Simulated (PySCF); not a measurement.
# r2SCAN/STO-3G run of H3PO (SMILES O=[PH3])

Aim: the energy change on altering one bond length of H3PO at r2SCAN/STO-3G, from 2 runs. Input form: a Python script.

The results are computed with PySCF 2.14.0.

8 further runs of the same task are left out: 8 set aside as unsound or not needed.

### Step 1. The system as given

H3PO: 5 atoms, total charge 0, spin state singlet. SMILES: `O=[PH3]`. The coordinates come from a GFN2-xTB relaxation.

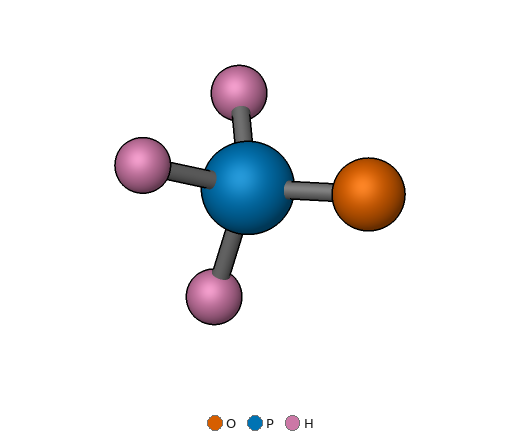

The structure, seen from a chosen angle (oxygen orange, phosphorus blue, hydrogen pink).

### Step 2. A single-point energy at r2SCAN/STO-3G

File input.py:

```python
# O=[PH3]
from pyscf import gto, dft

system = gto.Mole()
system.atom = '''
O       -1.381960      -0.328270       0.532950
P       -0.058510      -0.014650       0.022530
H        0.807060       0.564860       0.939400
H        0.663660      -1.098320      -0.454890
H       -0.030250       0.876380      -1.039990
'''
system.basis = 'sto-3g'
system.verbose = 4
system.max_memory = 1860
system.build()

calc0 = dft.RKS(system, xc='r2scan')
calc0.conv_tol = 1e-10
calc0.grids.level = 5
calc0.kernel()
if not calc0.converged:
    calc0 = calc0.newton().run(calc0.mo_coeff, calc0.mo_occ)

energy = calc0.e_tot
print('E(%s) = %.9f' % ('R2SCAN', energy))
```

Command:

```
$ OMP_NUM_THREADS=1 python input.py
```

The log of the run:

```text
PySCF version 2.14.0

[INPUT] num. atoms = 5
[INPUT] num. electrons = 26
[INPUT] charge = 0
[INPUT] spin (= nelec alpha-beta = 2S) = 0
[INPUT] symmetry False subgroup None
[INPUT] Mole.unit = angstrom
[INPUT] Symbol           X                Y                Z      unit          X                Y                Z       unit  Magmom
[INPUT]  1 O     -1.381960000000  -0.328270000000   0.532950000000 AA   -2.611525915104  -0.620340394911   1.007129538087 Bohr   0.0
[INPUT]  2 P     -0.058510000000  -0.014650000000   0.022530000000 AA   -0.110567875548  -0.027684487725   0.042575529586 Bohr   0.0
[INPUT]  3 H      0.807060000000   0.564860000000   0.939400000000 AA    1.525122366091   1.067430698722   1.775208721416 Bohr   0.0
[INPUT]  4 H      0.663660000000  -1.098320000000  -0.454890000000 AA    1.254135639829  -2.075523997132  -0.859617516803 Bohr   0.0
[INPUT]  5 H     -0.030250000000   0.876380000000  -1.039990000000 AA   -0.057164215268   1.656118181046  -1.965296272286 Bohr   0.0

nuclear repulsion = 66.9030014571881
number of shells = 11
number of NR pGTOs = 51
number of NR cGTOs = 17
basis = sto-3g
ecp = {}

******** <class 'pyscf.dft.rks.RKS'> ********
method = RKS
initial guess = minao
damping factor = 0
level_shift factor = 0
DIIS = <class 'pyscf.scf.diis.CDIIS'>
diis_start_cycle = 1
diis_space = 8
diis_damp = 0
SCF conv_tol = 1e-10
SCF conv_tol_grad = None
SCF max_cycles = 50
direct_scf = True
direct_scf_tol = 1e-13
XC library pyscf.dft.libxc version 7.0.0
    S. Lehtola, C. Steigemann, M. J.T. Oliveira, and M. A.L. Marques.,  SoftwareX 7, 1–5 (2018)
XC functionals = r2scan
    J. W. Furness, A. D. Kaplan, J. Ning, J. P. Perdew, and J. Sun.,  J. Phys. Chem. Lett. 11, 8208-8215 (2020)
    J. W. Furness, A. D. Kaplan, J. Ning, J. P. Perdew, and J. Sun.,  J. Phys. Chem. Lett. 11, 9248-9248 (2020)
    J. W. Furness, A. D. Kaplan, J. Ning, J. P. Perdew, and J. Sun.,  J. Phys. Chem. Lett. 11, 8208-8215 (2020)
    J. W. Furness, A. D. Kaplan, J. Ning, J. P. Perdew, and J. Sun.,  J. Phys. Chem. Lett. 11, 9248-9248 (2020)
radial grids:
    Treutler-Ahlrichs [JCP 102, 346 (1995); DOI:10.1063/1.469408] (M4) radial grids

becke partition: Becke, JCP 88, 2547 (1988); DOI:10.1063/1.454033
pruning grids: <function nwchem_prune>
grids dens level: 5
symmetrized grids: False
atomic radii adjust function: <function treutler_atomic_radii_adjust>
small_rho_cutoff = 0
Set gradient conv threshold to 1e-05
Initial guess from minao.
tot grids = 157192
init E= -413.527513822162
  HOMO = -0.326741864713798  LUMO = 0.17134437928142  gap/eV = 13.55362
cycle= 1 E= -413.026929255665  delta_E= 0.501  |g|= 0.733  |ddm|= 2.63
  HOMO = 0.0857585028732601  LUMO = 0.17077864581754  gap/eV = 2.31352
cycle= 2 E= -409.715568980414  delta_E= 3.31  |g|= 3.26  |ddm|= 6.33
  HOMO = -0.0381535587452669  LUMO = 0.252670331036282  gap/eV = 7.91372
cycle= 3 E= -413.263833221251  delta_E= -3.55  |g|= 0.206  |ddm|= 5.01
  HOMO = -0.047734144790816  LUMO = 0.253493146982936  gap/eV = 8.19681
cycle= 4 E= -413.274747985684  delta_E= -0.0109  |g|= 0.0801  |ddm|= 0.222
  HOMO = -0.0565698924934461  LUMO = 0.253159647503651  gap/eV = 8.42817
cycle= 5 E= -413.2766159786  delta_E= -0.00187  |g|= 0.0347  |ddm|= 0.0883
  HOMO = -0.0608082853313861  LUMO = 0.254523423793331  gap/eV = 8.58061
cycle= 6 E= -413.277016409012  delta_E= -0.0004  |g|= 0.00107  |ddm|= 0.0563
  HOMO = -0.0609431025113083  LUMO = 0.254551697487364  gap/eV = 8.58505
cycle= 7 E= -413.277016795671  delta_E= -3.87e-07  |g|= 5.88e-05  |ddm|= 0.00172
  HOMO = -0.0609504380424064  LUMO = 0.254553994734107  gap/eV = 8.58531
cycle= 8 E= -413.277016796838  delta_E= -1.17e-09  |g|= 6.08e-06  |ddm|= 9.47e-05
  HOMO = -0.0609512367954877  LUMO = 0.254554208688973  gap/eV = 8.58534
cycle= 9 E= -413.277016796852  delta_E= -1.44e-11  |g|= 2.52e-07  |ddm|= 1.29e-05
  HOMO = -0.0609513407094851  LUMO = 0.254554234835421  gap/eV = 8.58534
Extra cycle  E= -413.277016796852  delta_E= -2.27e-13  |g|= 5.94e-07  |ddm|= 1.53e-06
converged SCF energy = -413.277016796852
E(R2SCAN) = -413.277016797
```

It took 3.3 s on 1 thread of Arm Neoverse V2, shared host; peak memory 0.19 GiB.

### Step 3. The distorted shape at the same level

File calc.py:

```python
from pyscf import gto, dft

mol = gto.M(
    atom='''
O       -2.043698      -0.485083       0.788165
P       -0.058510      -0.014650       0.022530
H        0.807060       0.564860       0.939400
H        0.663660      -1.098320      -0.454890
H       -0.030250       0.876380      -1.039990
''',
    spin=0,
    max_memory=1860,
    verbose=3,
    basis='sto-3g',
)

ks = dft.RKS(mol)
ks.xc = 'r2scan'
ks.conv_tol = 1e-10
ks.grids.level = 5
ks.kernel()
if not ks.converged:
    ks = ks.newton().run(ks.mo_coeff, ks.mo_occ)

e_final = ks.e_tot
print(f'total energy: {e_final:.8f} hartree')
```

Command:

```
$ OMP_NUM_THREADS=1 python calc.py
```

The log of the run:

```text
converged SCF energy = -413.199650024344
total energy: -413.19965002 hartree
```

It took 4.5 s on 1 thread of Arm Neoverse V2, shared host; peak memory 0.19 GiB.

### Step 4. What came out

At r2SCAN/STO-3G:

```
                                                         quantity          value
                                        first shape: total energy  -413.27702 Eh
                                       first shape: dipole moment         2.70 D
                                         first shape: HOMO energy       -1.66 eV
                                         first shape: LUMO energy        6.93 eV
                                       first shape: HOMO–LUMO gap        8.59 eV
                                    distorted shape: total energy  -413.19965 Eh
                                   distorted shape: dipole moment         3.96 D
energy change with the O1–P2 bond stretched from 1.453 to 2.179 Å       2.105 eV
```

With the O1–P2 bond stretched from 1.453 to 2.179 Å the energy rises by 2.11 eV (49 kcal/mol). The first shape isn't relaxed at this level, so the change isn't measured from a minimum. A restricted reference can't describe the breaking bond well at this length. The minimal basis adds a large error of its own. Mulliken charges (first shape) run from -0.51 on O1 to +0.77 on P2. Mulliken charges (distorted shape) run from -0.29 on O1 to +0.40 on P2.
